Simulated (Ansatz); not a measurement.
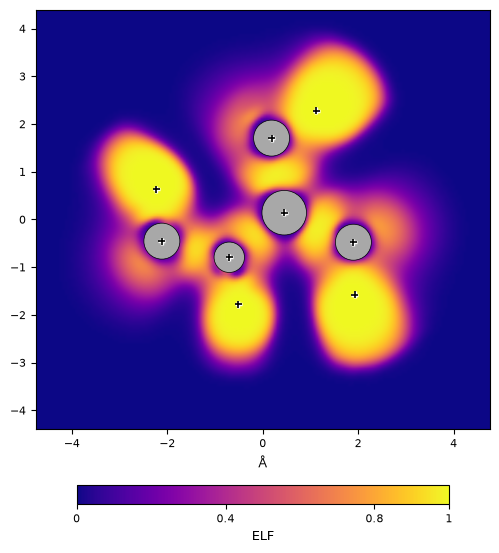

The ELF on a plane through atoms (crosses mark nuclei in the plane; grey discs cover the cores).

Theory: RKS B3LYP-D4/6-31G* (Ansatz 0.2.0).

Candidates:
A. C3H10BN···NH3
B. C2H5NOSi

**Which system is this?**

Candidate A: C3H10BN···NH3 on the plane of atoms B1, C5 and H7, which holds B, C, H and N. C–N (1.45 Å): the ELF peaks at about 0.95 between the atoms: a shared electron pair. B–N (1.48 Å): the ELF peaks at about 0.95 between the atoms (a shared but strongly polarised pair).
